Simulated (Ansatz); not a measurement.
The figure comes from a scan of Eu (bcc, W type): volume and axial ratio are varied about the relaxed values (subscript 0). Computed with r2SCAN (plane waves to 500 eV, PAW, scalar-relativistic; Ansatz, a quantum-chemistry and plane-wave program). k mesh 15×15×15 (Γ-centred), Fermi-Dirac smearing 0.05 eV. Energies are smeared free energies. With partly filled bands, the response to shear is sensitive to the k mesh, so small differences along c/a are uncertain. Eu was relaxed with its symmetry unable to fall. Relaxed Eu ends ferromagnetic. The relaxed volume of Eu is well below the measured one. The magnetic order is the one the run started from; other orders were not tried. The filling of the f shell was not checked against other fillings, so treat energies with care. The zero of ΔE is the relaxed starting cell.

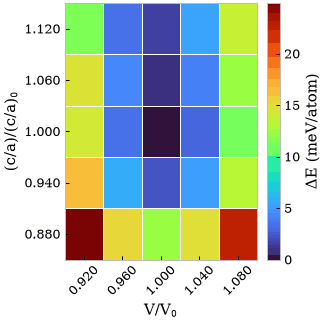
Fig. 1. ΔE (meV/atom), one tile a computed point.

### Question
Turn the plot into a table (rounded to what can be read).

### Answer
To the nearest 5:

ΔE (meV/atom), with V/V₀ across and (c/a)/(c/a)₀ down:

```
(c/a)/(c/a)₀ \ V/V₀  0.920  0.960  1.000  1.040  1.080
-------------------  -----  -----  -----  -----  -----
0.880                   25     15     10     15     25
0.940                   15      5      0      5     15
1.000                   15      5      0      5     10
1.060                   15      5      0      5     10
1.120                   10      5      0      5     15
```

(A scan under strain: stresses follow from slopes of the energy per volume, elastic moduli from its curvatures.)
